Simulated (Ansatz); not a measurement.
Take InP in the zinc blende structure (space group F-43m, No. 216; a = 5.827 Å) as the base. Axes: x, y, z lie along the cube axes.

Perturbation: tensile biaxial strain of 0.42 % in the plane normal to [111], as in epitaxy on a mismatched substrate; the out-of-plane cell vector and the atoms relax.

The values are results of LDA (Ansatz, a program for electronic structure), no spin-orbit coupling, not measurements.

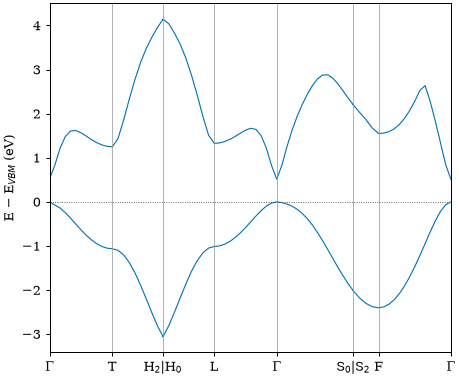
*Highest valence and lowest conduction band along the path of the changed cell's own zone*

The gap is 0.52 eV, direct at Γ; the base has 0.58 eV.

Whether these cells are dynamically stable was not tested. k-point labels follow each cell's own Brillouin zone.
